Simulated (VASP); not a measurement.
Band structure of Al (fcc). Level of theory: optB88-vdW, VASP's PBE PAW potentials (set 64) (plane waves; VASP).

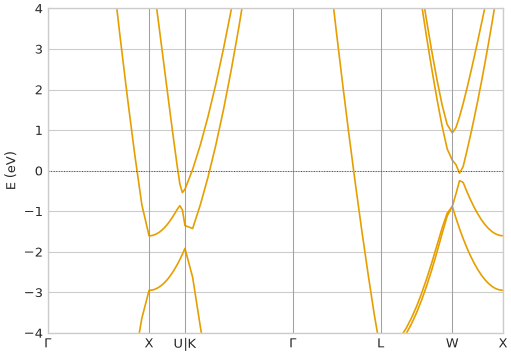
Figure: Bands along high-symmetry lines, zero at the valence-band maximum or, without a gap, the Fermi level

Read the plot: is there a gap, and where are the band edges?

It has no gap at this level: it comes out as a metal or semimetal. (Edges off the drawn lines would not show.)

The compound is Al in the fcc structure. The cell was not relaxed at this level.
